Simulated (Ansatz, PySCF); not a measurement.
NH3 (SMILES N) and PH3 (SMILES P) are pulled apart as rigid monomers along the line of their centres of mass, from the B3LYP-D3(BJ)/def2-TZVP minimum. Starting geometry (charge 0, multiplicity 1):
```csv
atom,x (Å),y (Å),z (Å)
N,-0.0643,-0.1165,0.0765
H,-0.9063,-0.6806,0.0766
H,-0.3421,0.8358,-0.1314
H,0.5202,-0.4387,-0.6864
P,-0.0889,0.4472,3.2502
H,1.1566,0.9473,2.8024
H,0.2700,0.5195,4.6256
H,0.2987,-0.9077,3.1233
```

Interaction energies with rigid monomers; basis-set methods are counterpoise corrected unless marked otherwise.

Correlated levels freeze the cores. Rows in 6-31G* carry no dispersion term and start afresh at each structure (6-31G* with six Cartesian d functions). MP2/6-31G* freezes PySCF's default core.

The values were computed with Ansatz (Gaussian orbitals); PySCF for 6-31G* rows, the dispersion terms. Values without a source in brackets are computed.

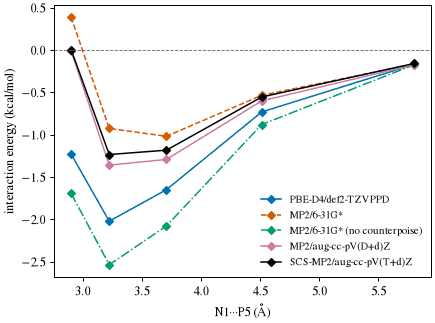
Fig. 1. Interaction energy against separation

Task: Which level binds most strongly at N1···P5 = 3.22, and by how much?

Result: MP2/6-31G* (no counterpoise), -2.5 kcal/mol.

Ansatz is a quantum-chemistry and plane-wave program.
